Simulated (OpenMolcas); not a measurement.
# How methods differ on CH7AlOSi (SMILES [CH3][AlH][O][SiH3])

The species is CH7AlOSi (11 atoms), meant as a singlet with charge 0. As SMILES, `[CH3][AlH][O][SiH3]`. The shape is that of a PBE0-D4/def2-TZVP optimisation. This is one conformer, not always the lowest.

```tsv
atom	x (Å)	y (Å)	z (Å)
C	-1.5161	1.5368	-0.4274
Al	-1.1482	-0.1719	0.4194
O	0.4075	-0.8233	0.3504
Si	1.9607	-1.2208	0.1134
H	-0.7966	1.7742	-1.2149
H	-1.4670	2.3454	0.3109
H	-2.5216	1.5665	-0.8570
H	-2.2265	-1.0181	1.2097
H	2.7315	-1.0466	1.3740
H	2.5735	-0.3599	-0.9363
H	2.0681	-2.6394	-0.3215
```

Quantity: the dipole moment, in D. The values are calculated.

```csv
level,kind,program,value (D),CPU time
HF/cc-pVDZ,Hartree–Fock,OpenMolcas,1.13,8.4 s
SVWN5/cc-pVDZ,LDA,OpenMolcas,1.18,27 s
PBE/cc-pVDZ,GGA,OpenMolcas,1.18,39 s
revPBE/cc-pVDZ,GGA,OpenMolcas,1.18,38 s
TPSS/cc-pVDZ,meta-GGA,OpenMolcas,1.13,50 s
r2SCAN/cc-pVDZ,meta-GGA,OpenMolcas,1.18,47 s
BHLYP/cc-pVDZ,global hybrid,OpenMolcas,1.13,34 s
M06-2X/cc-pVDZ,hybrid meta-GGA,OpenMolcas,1.14,50 s
```

The values span 1.13 to 1.18 D. Magnitudes only. Times are those of the runs behind each value, whatever else they computed, on shared processors of several kinds: orders of magnitude only.

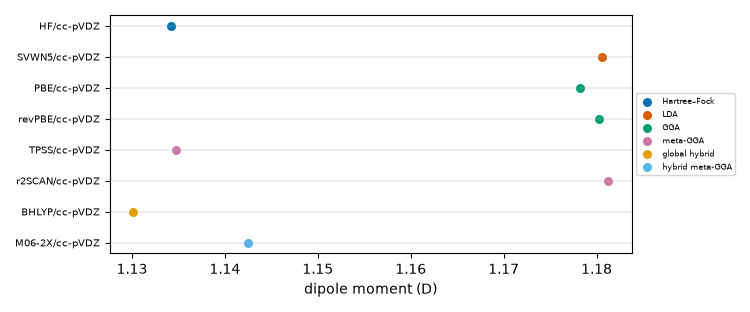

The values of the table, level by level.
